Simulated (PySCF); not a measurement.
SMILES C=[CH][GaH][O]CC, GFN2-xTB optimised geometry. Atoms within 1.6 Å of the plane z = 0.6 Å (x, y, z in Å): Ga1 (-0.82, -1.72, 0.00), H2 (-1.73, -2.98, 0.00), C3 (1.21, -1.72, 0.00), C4 (1.91, -0.60, 0.00), H5 (1.72, -2.68, 0.00), H6 (3.00, -0.58, 0.00), H7 (1.43, 0.37, 0.00), O8 (-1.87, -0.37, 0.00), C9 (-2.35, 0.95, 0.01), C10 (-1.22, 1.98, 0.05), H11 (-2.96, 1.11, -0.89), H12 (-3.00, 1.08, 0.89), H13 (-0.59, 1.86, -0.83), H14 (-1.63, 2.98, 0.06), H15 (-0.62, 1.82, 0.94).

Level of theory: PySCF with CAM-B3LYP/def2-TZVP.

Map of the electron localisation function on the plane z = 0.6 Å:

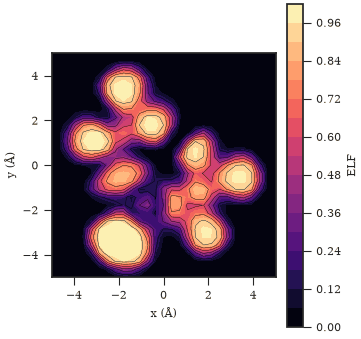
Fig. 1. Electron localisation function on the plane z = 0.6 Å.
